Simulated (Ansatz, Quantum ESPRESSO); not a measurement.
# 1T-HfS2, 1 layer: the gap along the path at a withheld member of a series

Method. Quantum ESPRESSO 7.5, PBE, GBRV ultrasoft. Cell and atoms are first relaxed; each strained cell is then held and the atoms relax in it. A periodic run with 15 Å of vacuum in the starting cell gives the vacuum levels, and bands follow along a path. The series steps biaxial strain.

| biaxial strain | gap along the path (eV) |
| --- | --- |
| -4 % | 0.811 |
| -3 % | 0.960 |
| -2 % | 1.101 |
| 0 % | 1.355 |
| 1 % | 1.470 |
| 2 % | 1.578 |
| 3 % | 1.678 |
| 4 % | 1.770 |

To predict: What is the gap along the path at −1 %?

**Fit.** The rows at -2 % and 0 % give a slope of (1.355 − (1.101))/(0 − (−2)) = 0.127, so a straight line gives 1.228 eV. A parabola through these and the row at -3 % gives 1.233 eV.

**Check.** 1.232 eV. The line misses by −0.004 and the parabola by +0.001 eV. Both misses are under 5 % of the step from the nearer row.

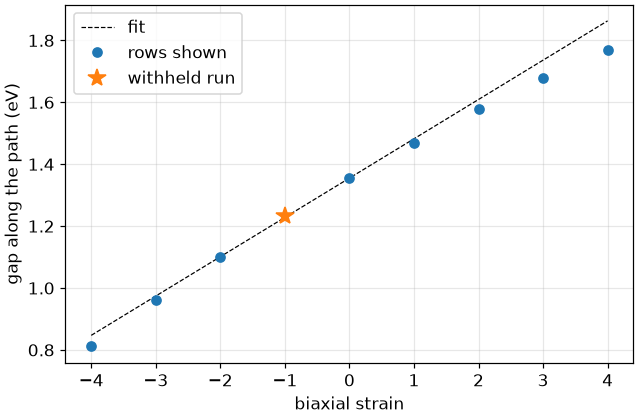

The rows shown, the fit and the withheld run.

**Limits.** Semilocal gaps are too small; the 1×1 cell can't ripple over many cells under compression as a free sheet would. No spin-orbit coupling.
